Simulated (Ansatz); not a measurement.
**HInNO (SMILES [O-][N-][InH+]) (charge −1, triplet): density, localisation and related maps**

| atom | x (Å) | y (Å) | z (Å) |
| --- | --- | --- | --- |
| In | 0.9932 | 0.7660 | -3.0568 |
| N | -0.7211 | 0.0377 | -1.6844 |
| O | -1.9134 | -0.1150 | -1.8986 |
| H | 2.2090 | 0.5569 | -1.6291 |

Geometry: PBE0-D3(BJ)/def2-SVPD; core potentials replace the inner electrons of In.

Level of theory: isolated molecule in a Gaussian basis; Kohn-Sham density functional theory, functional PBE0 in Ansatz 0.2.0.

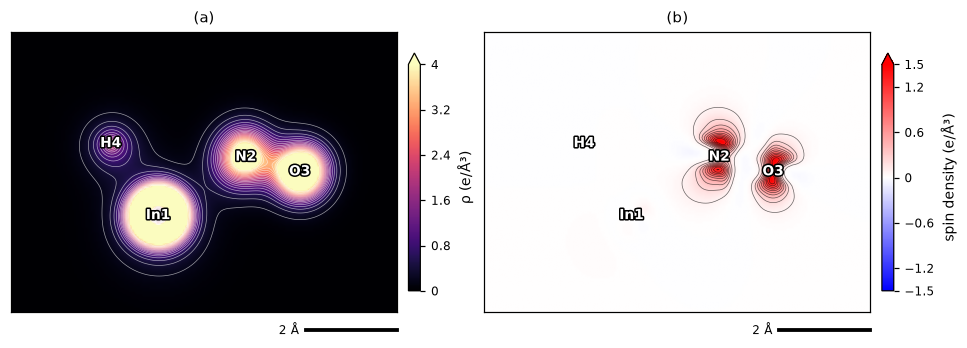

Figure 1. (a) electron density; (b) spin density (α minus β) on the molecular plane.

### Interpret the plot.

Atoms in the plane: In, N, O and H. N–O (1.22 Å): ρ at the midpoint is about 3.4 e/Å³. In–N (2.31 Å): the density is about 0.39 e/Å³ at the midpoint. In–H (1.89 Å): ρ is about 0.77 e/Å³ halfway. The unpaired spin (2 electrons) lies mostly on N2 (about 1.0), O3 (about 0.7) and In1 (about 0.3), in electrons by Hirshfeld's partition.

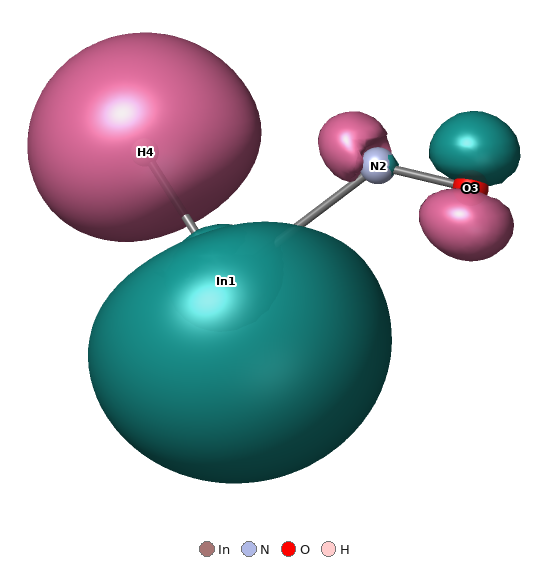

Figure 2. The HOMO (β) at ±0.08 Å⁻³ᐟ² (teal and pink are the two phases), seen at a tilt.

### What is the character of this orbital?

Its weight (Hirshfeld) is mainly on In1 (about 70 %) and H4 (about 25 %); it is symmetric in the molecular plane (an in-plane orbital: σ, lone-pair or in-plane π type). Its energy is −0.78 eV.
